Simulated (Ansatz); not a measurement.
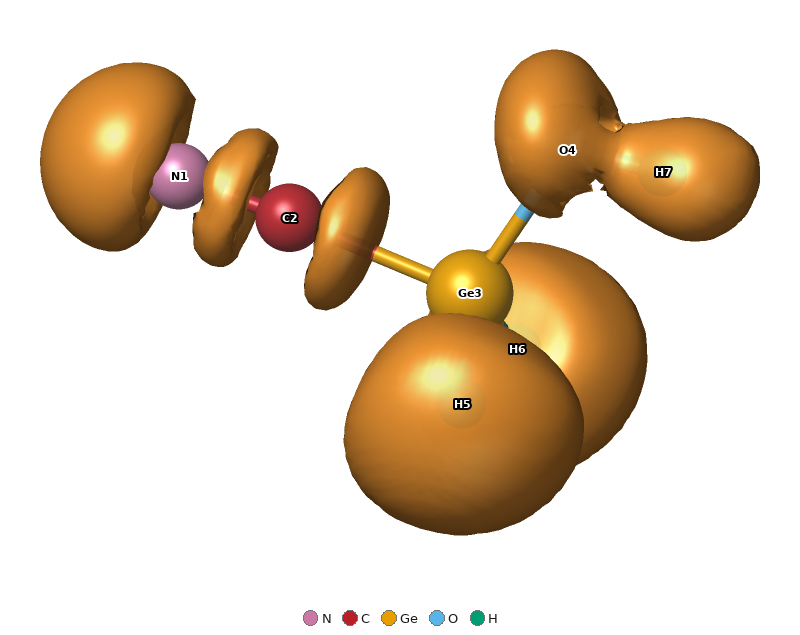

CH₃GeNO. Isosurface of the ELF at 0.8 (orange), seen at a tilt. Core shells and regions of very low density are left out.

Method: RKS r2SCAN/def2-SVP in Ansatz.

The calculation's input:

```
crystal:
  periodic: [false, false, false]
  atoms:
    - { symbol: "N", position_ang: [0.1271, -2.0856, 1.9521] }
    - { symbol: C, position_ang: [-0.0517, -1.174, 1.1866] }
    - { symbol: Ge, position_ang: [-0.288, 0.2536, -0.0587] }
    - { symbol: O, position_ang: [1.1781, 0.2459, -1.2111] }
    - { symbol: H, position_ang: [-1.5905, 0.0743, -0.8274] }
    - { symbol: H, position_ang: [-0.2648, 1.6157, 0.7193] }
    - { symbol: H, position_ang: [0.951, 1.0021, -1.8064] }
basis:
  gaussian: { orbitals: def2-SVP }
hamiltonian:
  xc: r2scan
relax:
  f_tol: 0.02
  max_steps: 50
output:
  orbitals: {}
```

Command:

```sh
ansatz run input.yaml --threads 2 --pin off --max-ram 3072MiB --backend cpu --events-out ev --progress --plain --runs-dir out
```

The fields are those of the run's last geometry, not of the input's.

Question: Describe the localisation domains.

Answer: At this value the surface marks out one region between bonded C–N atoms (shared pairs), two regions around hydrogen nuclei, one lobe of the valence shell of C pointing towards Ge (polar bonds), one lobe on N, pointing away from the bonds (lone pairs) and one joined region spread over several atoms (H, O), in which their bonds and any lone pairs are merged.

Values along the shortest contacts:
C–N (1.16 Å): the ELF peaks at about 0.85 between the atoms; a multiple bond. Ge–O (1.77 Å): the ELF peaks at about 0.85 in the valence shell of O, 0.6 Å from its nucleus, and is about 0.35 at the midpoint.
